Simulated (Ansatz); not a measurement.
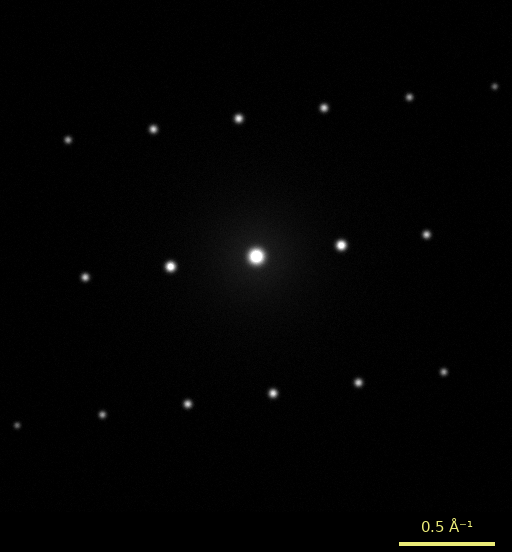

The pattern is a kinematic simulation for 200 kV electrons (no multiple scattering; isotropic B = 0.8 Å²).

> Read the repeat vectors of the pattern off the scale bar.

The spots form a rectangular net whose two shortest vectors correspond to d = 2.21 Å and 1.37 Å, 90.0° apart. Fainter spots between these are below the display threshold.

> What is the point symmetry of the pattern, intensities included?

2mm. A zero-layer kinematic pattern is always centrosymmetric (Friedel's law).

> Which crystal and zone produced it?

This cannot be fixed from one zone alone; the pattern is [210] of Re, space group P6_3/mmc (No. 194), a = 2.739 Å, c = 8.820 Å (hexagonal axes). The net vectors are 0 0 4 and 1 -2 0. Structure: coordinates from a relaxation with DFT, LDA (PW92), plane waves (420 eV) with PAW, scalar-relativistic in Ansatz 0.2.0; the starting structure was generated, so it need not be a known form of this composition.
